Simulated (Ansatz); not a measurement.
# GaF (SMILES [F][Ga]): BCCD(T)/def2-TZVPPD

Aim: the electronic atomisation energy of GaF at BCCD(T)/def2-TZVPPD, from 3 runs. 

The calculation is run with Ansatz 0.2.0.

30 further runs of the same task are left out: 30 set aside as unsound or not needed.

## (1) The system as given

GaF has 2 atoms, charge 0, and is taken as a singlet. As SMILES, `[F][Ga]`. The coordinates come from a PBE0-D4/def2-TZVP relaxation.

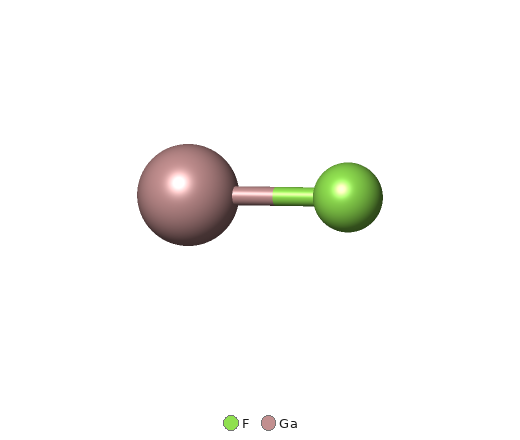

Viewed from a chosen angle; fluorine green, gallium pink.

## (2) The energy at BCCD(T)/def2-TZVPPD

run.yaml reads:

```yaml
crystal:
  periodic: [false, false, false]
  atoms:
    - symbol: F
      position_ang: [0.000000, -0.000000, 0.006300]
    - symbol: Ga
      position_ang: [-0.000000, 0.000000, 1.792850]
basis:
  gaussian: {orbitals: def2-TZVPPD.json}
scf: {omitted_lower_state_checks: [cluster_reference, increment]}
correlation: {method: bccd_t, frozen_orbitals: {F: 1, Ga: 9}}
accuracy: high
```

The basis set def2-TZVPPD is read from a file made from the Basis Set Exchange's data (not shown).

Launch:

```bash
ansatz run run.yaml --threads 1 --pin off --max-ram 3480MiB --events-out events.jsonl --progress --plain --runs-dir runs
```

Standard output (excerpt; [...] marks lines left out):

```text
Warning: RAYON_NUM_THREADS=1 ignored (pool sized by the plan → 1); use --threads N
Functional definition: HF
  name "HF"
[...]
1230 factors; integrals over basis functions are off by at most 4.6e-9 eV
[...]
mean field -55042.95590749 eV, -2022.7913201446 hartree, gradient 2.7e-8 eV, S^2 0.000000; 0 other end points of the search recorded, 0 dependent functions left out
10 core orbitals not correlated: weight in the atoms' cores, before any rotation towards them, 1.000 or more for the frozen orbitals, at most 0.000 for the correlated occupied ones
reference -55042.95590749 eV, -2022.7913201446 hartree; 10, 10 occupied and 74, 74 virtual orbitals, 1230 factors
second order -12.44407091 eV of doubles, -0.00000000 eV of singles
cycle   1  -11.81186831 eV  change    6.3e-1 eV  update   1.1e-1
[...]
cycle  22  -12.30089364 eV  change    1.2e-9 eV  update  4.5e-10
perturbative correction -0.54520825 eV, -0.0200360336 hartree
Total energy: -55055.80200937 eV, -2023.2634056815 hartree
Checks for a lower state left out: cluster_reference, increment
```

Wall time 7.8 s (1 thread of Arm Neoverse V2, shared host); peak memory 0.5 GiB.

## (3) The F atom at the same level

molecule.yaml reads:

```yaml
crystal:
  periodic: [false, false, false]
  atoms:
    - {symbol: F, position_ang: [0.000000, 0.000000, 0.000000]}
basis:
  gaussian:
    orbitals: def2-TZVPPD.json
magnetization:
  spin_polarized: true
  initial_magnetization: 1
correlation:
  method: bccd_t
  frozen_orbitals: {F: 1}
accuracy: high
scf:
  omitted_lower_state_checks: [cluster_reference, increment]
```

The basis set def2-TZVPPD is read from a file made from the Basis Set Exchange's data (not shown).

Launch:

```bash
ansatz run molecule.yaml --threads 1 --pin off --max-ram 3480MiB --events-out events.jsonl --progress --plain --runs-dir runs
```

Standard output (excerpt; [...] marks lines left out):

```text
Warning: RAYON_NUM_THREADS=1 ignored (pool sized by the plan → 1); use --threads N
[... 2 set-up lines as earlier in the session ...]
[...]
387 factors; integrals over basis functions are off by at most 3.7e-9 eV
[...]
mean field -2705.14154841 eV, -99.4121182931 hartree, gradient 8.6e-8 eV, S^2 0.753999; 3 other end points of the search recorded, 0 dependent functions left out
1 core orbitals not correlated: weight in the atoms' cores, before any rotation towards them, 1.000 or more for the frozen orbitals, at most 0.000 for the correlated occupied ones
reference -2705.14154841 eV, -99.4121182931 hartree; 4, 3 occupied and 35, 36 virtual orbitals, 387 factors
second order -5.42343787 eV of doubles, -0.00000000 eV of singles
cycle   1  -5.65949617 eV  change   -2.4e-1 eV  update   3.0e-2
[...]
cycle  18  -5.74507869 eV  change   2.8e-10 eV  update  5.1e-10
perturbative correction -0.10824647 eV, -0.0039779844 hartree
Total energy: -2710.99487357 eV, -99.6272240253 hartree
Checks for a lower state left out: cluster_reference, increment
```

Wall time 0.95 s (1 thread of Arm Neoverse V2, shared host); peak memory 0.13 GiB.

## (4) The Ga atom at the same level

job.yaml reads:

```yaml
crystal:
  periodic: [false, false, false]
  atoms:
    - {symbol: Ga, position_ang: [0.000000, 0.000000, 0.000000]}
basis:
  gaussian:
    orbitals: def2-TZVPPD.json
magnetization:
  spin_polarized: true
  initial_magnetization: 1
correlation:
  method: bccd_t
  frozen_orbitals: {Ga: 9}
accuracy: high
scf:
  omitted_lower_state_checks: [cluster_reference, increment]
```

The basis set def2-TZVPPD is read from a file made from the Basis Set Exchange's data (not shown).

Launch:

```bash
ansatz run job.yaml --threads 1 --pin off --max-ram 3480MiB --events-out events.jsonl --progress --plain --runs-dir runs
```

Standard output (excerpt; [...] marks lines left out):

```text
Warning: RAYON_NUM_THREADS=1 ignored (pool sized by the plan → 1); use --threads N
[... 2 set-up lines as earlier in the session ...]
[...]
540 factors; integrals over basis functions are off by at most 4.6e-9 eV
[...]
mean field -52333.58422569 eV, -1923.2237473166 hartree, gradient 1.8e-8 eV, S^2 0.763378; 3 other end points of the search recorded, 0 dependent functions left out
9 core orbitals not correlated: weight in the atoms' cores, before any rotation towards them, 1.000 or more for the frozen orbitals, at most 0.000 for the correlated occupied ones
reference -52333.58422569 eV, -1923.2237473166 hartree; 7, 6 occupied and 38, 39 virtual orbitals, 540 factors
second order -4.84941068 eV of doubles, -0.00000000 eV of singles
cycle   1  -4.60627115 eV  change    2.4e-1 eV  update   7.7e-2
[...]
cycle  19  -4.91293809 eV  change  -6.4e-10 eV  update  3.4e-10
perturbative correction -0.25402289 eV, -0.0093351691 hartree
Total energy: -52338.75118667 eV, -1923.4136296302 hartree
Checks for a lower state left out: cluster_reference, increment
```

Wall time 2.6 s (1 thread of Arm Neoverse V2, shared host); peak memory 0.2 GiB.

## (5) Results

Level: BCCD(T)/def2-TZVPPD, 10 core orbitals frozen.

| quantity | value |
| --- | --- |
| molecule: total energy | -2023.26341 Eh |
| molecule: correlation energy (10 core orbitals frozen) | -472.1 mEh |
| molecule: (T) correction | -20.04 mEh |
| F atom: total energy | -99.62722 Eh |
| F atom: correlation energy (1 core orbital frozen) | -215.1 mEh |
| F atom: (T) correction | -3.98 mEh |
| F atom: ⟨S²⟩ of the reference determinant | 0.754 |
| Ga atom: total energy | -1923.41363 Eh |
| Ga atom: correlation energy (9 core orbitals frozen) | -189.9 mEh |
| Ga atom: (T) correction | -9.34 mEh |
| Ga atom: ⟨S²⟩ of the reference determinant | 0.763 |
| electronic atomisation energy | 6.056 eV |

What this shows: Taking the molecule apart into free atoms costs 6.06 eV (584 kJ/mol), before zero-point energy and without spin-orbit coupling. The triples (molecule) make up 4.2 % of the correlation energy. The triples (F atom) make up 1.8 % of the correlation energy. The triples (Ga atom) make up 4.9 % of the correlation energy.
